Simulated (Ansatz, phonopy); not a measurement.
# How KI (Fm-3m) expands on warming, part 2 of 4

Aim: the lattice, expansion, heat capacity and bulk modulus of KI as it warms.

What experiment has found for this phase:
- volume expansion coefficient 113.7 1e-6/K near room temperature (given in “Descriptors for thermal expansion in solids”, 2017, arXiv:1701.03966)

Ansatz 0.2.0; DFT LDA, scalar-relativistic, plane waves, PAW.

So far. Step 5 (Relaxing to small residual forces and stress): The residual pressure is 2.0e-4 GPa, small enough for phonons. Step 6 (A new level, relaxed again): The residual pressure is 5.1e-4 GPa, small enough for phonons.

## (7) Phonons on strained cells, cutoff 550 eV, k-mesh 8×8×8

Thermal expansion follows from how the free energy of the vibrations (and of the electrons in a metal) changes with strain, so the program makes strained cells, their phonons and a fit in one run.

Contents of input.yaml:

```yaml
crystal:
  lattice:
    - [0.0, 3.4087162983, 3.4087162983]
    - [3.4087162983, 0.0, 3.4087162983]
    - [3.4087162983, 3.4087162983, 0.0]
  atoms:
    - { symbol: K, position: [0.0, 0.0, 0.0] }
    - { symbol: I, position: [0.5, 0.5, 0.5] }
kpoints:
  mp_grid: { grid: [8, 8, 8] }
hamiltonian:
  xc: lda
scf:
  occupations: { method: fixed }
  lower_state_search: "off"
output:
  eigenvalues: true
basis:
  ecutwfc: 550.0
phonons:
  method: dfpt
  qmesh: [4, 4, 4]
  temperatures: { t_max: 500.0, t_step: 25 }
  thermal_expansion: {}
```

Launch:

```
> ansatz run input.yaml --threads 8 --pin off --max-ram 16384MiB --backend cpu --events-out ev --progress --plain --runs-dir out
```

Numbers of over 12 decimals in the logs are rounded to 6 here.

Log:

```text
[...]
Crystal: 2 atoms, lattice volume = 79.214 Å³
Basis set: ecut = 550 eV, 2277 PW (Γ), exchange–correlation on 80×80×80 points (8 copies of the dense FFT grid, shifted against one another)
Bands: 17, of which v1, the nominal top of the filled ones, is band 13 counted from 1 (12 counted from 0)
Symmetry: 48 space group operations
[...]
k-points: 29 of 512
[...]
SCF iter   1: F=—  HF=-8855.102012 eV  |F-HF|=—  |Δ(HF+E_count)|=         —  Δρ=4.81e-3  dr2=8.44e-3  ethr=1.77e-3  ⟨swp⟩=5.4  Hψ=2348  notcnv=0  defer=55
[...]
SCF iter   8: F=-8855.098815 eV  HF=-8855.098815 eV  |F-HF|=1.82e-12  |Δ(HF+E_count)|=  5.46e-11  Δρ=2.21e-8  dr2=3.37e-13  ethr=1.00e-12  ⟨swp⟩=10.2  Hψ=3162  notcnv=0
SCF 1 converged in 8 iterations: F = -8855.098815 eV  dr2 = 3.37e-13
[...]
relax step   1: F+E_penalty+E_count = -8855.09881494 eV  Δ(F+E_penalty+E_count) = +0.000e0 eV  max|allowed force component| = 3.040e-29 eV/Å  Δτ_max = 0.0000 Å  (8 SCF iters, accepted)
SCF converged after 8 iterations
Free energy (F): -8855.098815 eV
[...]
Internal energy: -8855.098815 eV  (E = F + TS)
E sigma→0 (E₀):  -8855.098815 eV
Fermi energy:    2.900623 eV
[...]
--- Stress (GPa, compression-positive) ---
        0.000511       0.000000       0.000000
       -0.000000       0.000511      -0.000000
       -0.000000      -0.000000       0.000511
  P = ⅓ Tr σ = 0.0005 GPa (0.005 kbar)
--- Band table (eV; the first three rows and the last of 29) ---
  k-point 0: bands = [... 9 lower, -7.8939, 2.9006, 2.9006, 2.9006, 6.7699, 9.1378, 9.1378, 9.1378]
  k-point 1: bands = [... 9 lower, -7.8059, 2.5659, 2.8261, 2.8261, 7.2129, 9.0718, 9.3259, 9.3259]
  k-point 2: bands = [... 9 lower, -7.6219, 1.9346, 2.6581, 2.6581, 7.9128, 9.3648, 9.8225, 9.8225]
  k-point 28: bands = [... 9 lower, -7.5694, 2.0063, 2.0063, 2.1291, 9.1788, 9.1788, 9.5836, 11.2369]
── thermal expansion: 3 new cells, 3 in all ──
thermal expansion: relaxation of cell 2
thermal expansion: relaxation of cell 3
── thermal expansion: 2 new cells, 5 in all ──
thermal expansion: relaxation of cell 4
thermal expansion: phonons of cell 4
thermal expansion: relaxation of cell 5
thermal expansion: phonons of cell 5
── thermal expansion: 6 new cells, 11 in all ──
thermal expansion: relaxation of cell 6
thermal expansion: relaxation of cell 7
thermal expansion: relaxation of cell 8
thermal expansion: relaxation of cell 9
thermal expansion: relaxation of cell 10
thermal expansion: relaxation of cell 11
thermal expansion: phonons of cell 6
thermal expansion: phonons of cell 7
thermal expansion: phonons of cell 8
--- Relaxed structure (1 steps of the walk, 1 accepted, 0 SCFs on fresh bases) ---
  F+E_penalty+E_count = -8855.09881494 eV   max|allowed force component| = 3.040e-29 eV/Å
  atoms:
    - { symbol: K, position: [0.0, 0.0, 0.0] }
    - { symbol: I, position: [0.5, 0.5, 0.5] }
--- Thermal expansion: 11 cells in 3 rounds, 0 GPa ---
  no lower state was looked for at cell 4: scf.lower_state_search: off
  without vibrations: a 4.82070, b 4.82070, c 4.82070 Å, V 79.2165 Å³, B 16.01 GPa
  at 0 K: a 4.83206, b 4.83206, c 4.83206 Å, V 79.7778 Å³, B 15.65 GPa
  zero-point expansion: a +0.236, b +0.236, c +0.236, V +0.709 %
      T/K        a/Å        b/Å        c/Å       V/Å³ | expansion of a, b, c, V (1e-6/K)   | that of V in the mean from 25 °C | C_P, C_V (J/mol K of the cell) | B_T, B_S (GPa)
     0.00    4.83206    4.83206    4.83206    79.7778 |    0.00    0.00    0.00    0.00 |   87.43 |     0.000     0.000 |    15.65    15.65
    50.00    4.83382    4.83382    4.83382    79.8651 |   18.86   18.86   18.86   56.58 |  100.75 |    32.005    31.886 |    15.48    15.54
   100.00    4.84001    4.84001    4.84001    80.1720 |   29.99   29.99   29.99   89.98 |  107.27 |    44.448    43.859 |    15.06    15.26
   150.00    4.84782    4.84782    4.84782    80.5607 |   34.04   34.04   34.04  102.11 |  111.44 |    48.183    47.075 |    14.60    14.94
   200.00    4.85639    4.85639    4.85639    80.9888 |   36.51   36.51   36.51  109.53 |  114.96 |    49.951    48.298 |    14.12    14.60
   250.00    4.86552    4.86552    4.86552    81.4464 |   38.58   38.58   38.58  115.75 |  118.31 |    51.118    48.879 |    13.63    14.25
   298.15    4.87479    4.87479    4.87479    81.9131 |   40.52   40.52   40.52  121.56 |       - |    52.044    49.188 |    13.14    13.90
   325.00    4.88017    4.88017    4.88017    82.1845 |   41.63   41.63   41.63  124.90 |  123.43 |    52.532    49.304 |    12.86    13.71
   375.00    4.89060    4.89060    4.89060    82.7128 |   43.82   43.82   43.82  131.47 |  127.04 |    53.440    49.458 |    12.33    13.33
   425.00    4.90162    4.90162    4.90162    83.2731 |   46.24   46.24   46.24  138.72 |  130.89 |    54.394    49.560 |    11.79    12.94
   475.00    4.91329    4.91329    4.91329    83.8694 |   48.95   48.95   48.95  146.86 |  135.05 |    55.439    49.631 |    11.23    12.54
   500.00    4.91940    4.91940    4.91940    84.1826 |   50.45   50.45   50.45  151.35 |  137.26 |    56.009    49.658 |    10.94    12.34
  the static fit leaves 0.000 meV an atom of the energies and, of the stresses, 0.000 GPa of each cell's largest along a strain (root mean squares over the cells), whose Pulay part it has at -0.001 GPa
  vibrations' free energy: its fit leaves 0.0003 meV an atom at the most
  the electrons' free energy at temperature is not in it: every band gap is over 0.52 eV
  free energies summed between the sampled wave vectors
  estimated error of the fitted expansion in any direction: up to 0.148e-6/K, at 500 K (an estimate, not a bound: it was exceeded on models of known expansion)
  by sums over the sampled wave vectors an expansion of the volume parts by up to 1.82e-6/K
  by a static energy of one degree less an expansion of the volume parts by up to 0.46e-6/K
  band gaps on the cells' k-points are 3.621 to 3.950 eV
```

The job ended after 12 min (8 threads of Arm Neoverse V2, shared host; peak memory 2.3 GiB; 89 min of CPU time).

Numbers from this step:

```
volume expansion coefficient at 298 K            : 121.6 1e-6/K
C_P at 298 K                                     : 26.02 J/mol-atom/K
entropy at 298 K                                 : 52.36 J/mol-atom/K
isothermal bulk modulus at 298 K                 : 13.14 GPa
Grüneisen parameter at 298 K                     : 1.602
volume at 298 K                                  : 40.96 Å³/atom
principal linear expansion coefficients at 298 K : 40.52, 40.52, 40.52 1e-6/K
```

Strained cells of the study; zero-point energy where phonons were solved; the pressures are stresses at a fixed cutoff and can carry an offset from the finite basis. Expansion cells, by row:

```csv
cell,|a| (Å),|b| (Å),|c| (Å),V (Å³/atom),E - E_lowest (meV/atom),"pressure, compression positive (GPa)",gap (eV),zero-point energy (meV/atom)
1,4.821,4.821,4.821,39.61,0,0,3.869,-
2,4.859,4.859,4.859,40.57,1.102,-0.361,3.807,-
3,4.782,4.782,4.782,38.67,1.161,0.406,3.934,-
4,4.821,4.821,4.821,39.62,0,-0.005,3.868,15.42
5,4.845,4.845,4.845,40.22,0.453,-0.236,3.829,15.01
6,4.883,4.883,4.883,41.17,2.835,-0.562,3.769,14.37
7,4.914,4.914,4.914,41.96,6.228,-0.801,3.722,13.86
8,4.946,4.946,4.946,42.77,10.84,-1.017,3.676,13.35
9,4.773,4.773,4.773,38.45,1.791,0.51,3.95,-
10,4.797,4.797,4.797,39.03,0.433,0.243,3.909,-
11,4.985,4.985,4.985,43.81,18.19,-1.256,3.621,-
```

Quasi-harmonic; a, b, c are the run's own cell vectors. Expansion, by row:

```csv
T (K),a (Å),b (Å),c (Å),alpha (deg),beta (deg),gamma (deg),cell volume (Å³/cell),alpha_a (1e-6/K),alpha_b (1e-6/K),alpha_c (1e-6/K),alpha_V (1e-6/K),C_P (J/mol-atom/K),C_V (J/mol-atom/K),S (J/mol-atom/K),B_T (GPa),B_S (GPa),Grueneisen,extrapolation,fit error (1e-6/K)
0,4.832,4.832,4.832,60,60,60,79.78,0,0,0,0,0,0,0,15.65,15.65,-,0,0
25,4.832,4.832,4.832,60,60,60,79.79,6.23,6.23,6.23,18.69,7.743,7.74,4.035,15.62,15.63,0.906,0,0.01
50,4.834,4.834,4.834,60,60,60,79.87,18.86,18.86,18.86,56.58,16,15.94,12.2,15.48,15.54,1.321,0,0.01
75,4.837,4.837,4.837,60,60,60,80,26.12,26.12,26.12,78.37,20.16,20,19.58,15.28,15.41,1.443,0,0.02
100,4.84,4.84,4.84,60,60,60,80.17,29.99,29.99,29.99,89.98,22.22,21.93,25.69,15.06,15.26,1.492,0,0.03
125,4.844,4.844,4.844,60,60,60,80.36,32.36,32.36,32.36,97.09,23.37,22.95,30.79,14.83,15.11,1.519,0,0.03
150,4.848,4.848,4.848,60,60,60,80.56,34.04,34.04,34.04,102.1,24.09,23.54,35.12,14.6,14.94,1.536,0,0.04
175,4.852,4.852,4.852,60,60,60,80.77,35.36,35.36,35.36,106.1,24.59,23.91,38.87,14.36,14.78,1.55,0,0.03
200,4.856,4.856,4.856,60,60,60,80.99,36.51,36.51,36.51,109.5,24.98,24.15,42.18,14.12,14.6,1.562,0,0.03
225,4.861,4.861,4.861,60,60,60,81.21,37.57,37.57,37.57,112.7,25.29,24.32,45.14,13.88,14.43,1.573,0,0.04
250,4.866,4.866,4.866,60,60,60,81.45,38.58,38.58,38.58,115.8,25.56,24.44,47.82,13.63,14.25,1.583,0,0.05
275,4.87,4.87,4.87,60,60,60,81.69,39.58,39.58,39.58,118.8,25.81,24.53,50.27,13.38,14.07,1.593,0,0.06
298.1,4.875,4.875,4.875,60,60,60,81.91,40.52,40.52,40.52,121.6,26.02,24.59,52.36,13.14,13.9,1.602,0,0.07
300,4.875,4.875,4.875,60,60,60,81.93,40.6,40.6,40.6,121.8,26.04,24.6,52.52,13.12,13.89,1.603,0,0.07
325,4.88,4.88,4.88,60,60,60,82.18,41.63,41.63,41.63,124.9,26.27,24.65,54.62,12.86,13.71,1.613,0,0.08
350,4.885,4.885,4.885,60,60,60,82.44,42.71,42.71,42.71,128.1,26.49,24.7,56.57,12.6,13.52,1.623,0,0.09
375,4.891,4.891,4.891,60,60,60,82.71,43.82,43.82,43.82,131.5,26.72,24.73,58.41,12.33,13.33,1.633,0,0.1
400,4.896,4.896,4.896,60,60,60,82.99,45,45,45,135,26.95,24.76,60.14,12.06,13.13,1.644,0,0.1
425,4.902,4.902,4.902,60,60,60,83.27,46.24,46.24,46.24,138.7,27.2,24.78,61.78,11.79,12.94,1.655,0,0.09
450,4.907,4.907,4.907,60,60,60,83.57,47.55,47.55,47.55,142.7,27.45,24.8,63.34,11.51,12.74,1.666,0,0.06
475,4.913,4.913,4.913,60,60,60,83.87,48.95,48.95,48.95,146.9,27.72,24.82,64.83,11.23,12.54,1.678,0,0.07
500,4.919,4.919,4.919,60,60,60,84.18,50.45,50.45,50.45,151.3,28,24.83,66.26,10.94,12.34,1.69,0,0.15
```

Table of expansion coefficient by temperature; values in 1e-6/K:

```csv
temperature (K),volume,principal 1
0,0,0
25,18.7,6.23
50,56.6,18.9
75,78.4,26.1
100,90.0,30.0
125,97.1,32.4
150,102,34.0
175,106,35.4
200,110,36.5
225,113,37.6
250,116,38.6
275,119,39.6
298,122,40.5
300,122,40.6
325,125,41.6
350,128,42.7
375,131,43.8
400,135,45
425,139,46.2
450,143,47.5
475,147,49.0
500,151,50.5
```

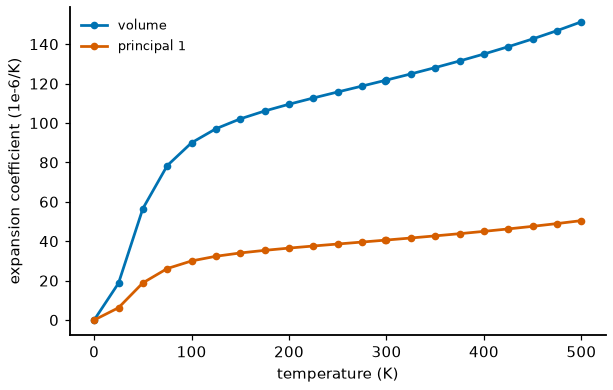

Expansion coefficient against temperature.

At 298 K the volume expansion is 122 × 10⁻⁶/K and B_T is 13.1 GPa.

## (8) Free-energy fit

This step: DFT LDA, scalar-relativistic, plane waves, PAW (phonopy 4.10.0).

Numbers from this step:

- volume expansion coefficient at 300 K: 121.8 1e-6/K
- isothermal bulk modulus at 300 K: 13.12 GPa
- C_P at 300 K: 26.07 J/mol-atom/K
- Grüneisen parameter at 300 K: 1.603

Energy (each curve on its own zero) against volume; values in meV/atom:

```csv
volume (Å³/atom),static,F at 0 K,F at 300 K,F at 500 K
39.62,0,1.02,4.72,7.78
40.22,0.45,1.06,3.36,5.24
41.17,2.83,2.8,2.81,2.8
41.96,6.23,5.68,3.72,2.09
42.77,10.8,9.78,5.74,2.44
```

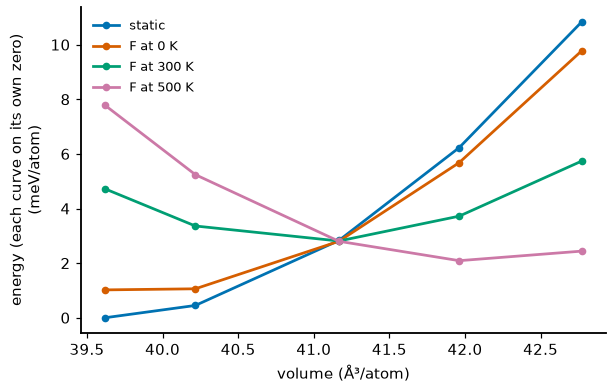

Energy (each curve on its own zero), plotted against volume.

Phonopy-qha, vinet fit of F(V) at each temperature. Qha vinet, by row:

```csv
T (K),fitted volume (Å³/atom),alpha_V (1e-6/K),B_T (GPa),C_P (J/mol-atom/K),Grueneisen
75,40,76.73,15.28,20.21,1.412
100,40.09,89.27,15.06,22.32,1.48
125,40.18,96.76,14.83,23.46,1.513
150,40.28,101.9,14.6,24.17,1.534
175,40.39,106,14.36,24.66,1.549
200,40.49,109.5,14.12,25.03,1.561
225,40.61,112.7,13.88,25.33,1.572
250,40.72,115.7,13.63,25.59,1.583
275,40.84,118.8,13.38,25.84,1.593
300,40.97,121.8,13.12,26.07,1.603
325,41.09,124.9,12.86,26.29,1.613
350,41.22,128.2,12.6,26.51,1.623
375,41.36,131.5,12.33,26.74,1.634
400,41.49,135.1,12.06,26.97,1.644
425,41.64,138.8,11.79,27.21,1.655
450,41.78,142.7,11.51,27.46,1.667
475,41.93,146.9,11.23,27.73,1.678
```

The volume expansion coefficient by temperature; values in 1e-6/K:

```csv
temperature (K),"phonopy-qha, Vinet",Ansatz's own study
75,76.7,78.4
100,89.3,90.0
125,96.8,97.1
150,102,102
175,106,106
200,109,110
225,113,113
250,116,116
275,119,119
300,122,122
325,125,125
350,128,128
375,132,131
400,135,135
425,139,139
450,143,143
475,147,147
```

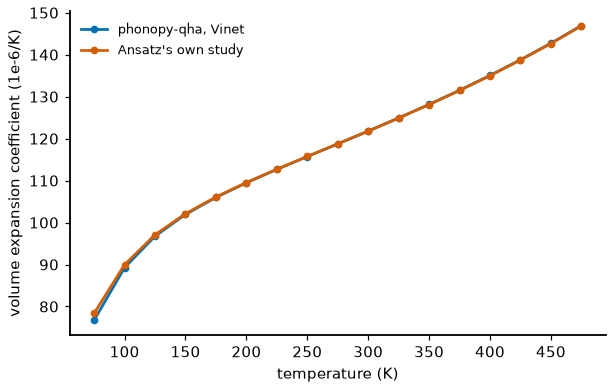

Volume expansion coefficient, plotted against temperature.

The fit gives a volume expansion of 122 × 10⁻⁶/K at 300 K, against 122 at 298 K from the study itself, whose static fit uses more cells.

(Part 2 of 4 ends here.)

[Logs are printed without paths, hosts, clocks, repeated set-up lines and the standing remarks that a program may print on its own settings, such as how far it seeks lower states.]

[Hosts, paths, dates, database ids (printed as entryN), source tags and the programs' standing remarks are cut or masked in the printed files.]

[A step with changed settings may run another functional than the one named; its input shows which.]
